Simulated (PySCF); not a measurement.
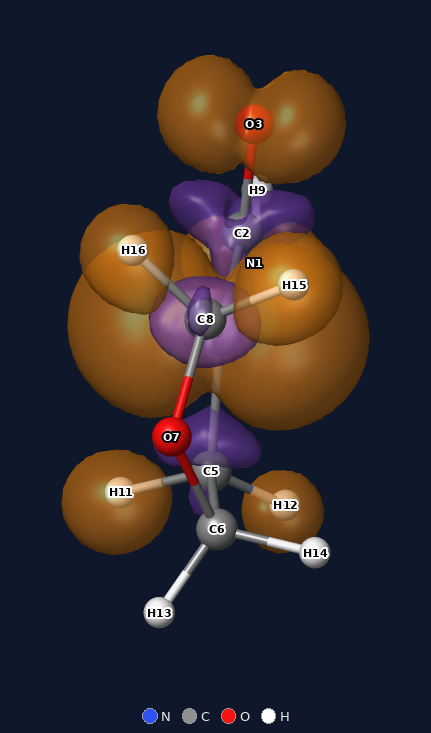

Figure 1: C5H8NO2 (SMILES NC(=O)[C]1CCOC1) (doublet). Isosurfaces of the spin density (α minus β) at +0.015 (orange) and −0.015 e/Å³ (purple), seen at an oblique angle.

Geometry: GFN2-xTB.

Method: PySCF 2.14.0, density-fitted response routines, UKS B3LYP, pcH-1 on C H N O, non-relativistic, mean-field spin-orbit, GIAO.

```json
{"atom": "N", "x (Å)": "2.5085", "y (Å)": "-0.0625", "z (Å)": "0.1022"}
{"atom": "C", "x (Å)": "1.4848", "y (Å)": "0.7905", "z (Å)": "0.4483"}
{"atom": "O", "x (Å)": "1.7121", "y (Å)": "1.8531", "z (Å)": "1.0186"}
{"atom": "C", "x (Å)": "0.1613", "y (Å)": "0.3372", "z (Å)": "0.1484"}
{"atom": "C", "x (Å)": "-0.2708", "y (Å)": "-0.9460", "z (Å)": "-0.4690"}
{"atom": "C", "x (Å)": "-1.7868", "y (Å)": "-0.9145", "z (Å)": "-0.2119"}
{"atom": "O", "x (Å)": "-2.1428", "y (Å)": "0.4503", "z (Å)": "-0.1185"}
{"atom": "C", "x (Å)": "-1.0504", "y (Å)": "1.1392", "z (Å)": "0.4469"}
{"atom": "H", "x (Å)": "3.4409", "y (Å)": "0.3044", "z (Å)": "0.1985"}
{"atom": "H", "x (Å)": "2.3670", "y (Å)": "-0.7894", "z (Å)": "-0.5755"}
{"atom": "H", "x (Å)": "-0.0575", "y (Å)": "-0.9500", "z (Å)": "-1.5453"}
{"atom": "H", "x (Å)": "0.2070", "y (Å)": "-1.8207", "z (Å)": "-0.0247"}
{"atom": "H", "x (Å)": "-2.3809", "y (Å)": "-1.3575", "z (Å)": "-1.0118"}
{"atom": "H", "x (Å)": "-2.0176", "y (Å)": "-1.4281", "z (Å)": "0.7335"}
{"atom": "H", "x (Å)": "-1.1734", "y (Å)": "1.2524", "z (Å)": "1.5393"}
{"atom": "H", "x (Å)": "-1.0089", "y (Å)": "2.1505", "z (Å)": "0.0277"}
```

**Which atoms carry the spin?**

The unpaired spin (1 electron) lies mostly on C4 (about 0.5) and O3 (about 0.1), in electrons by Hirshfeld's partition.
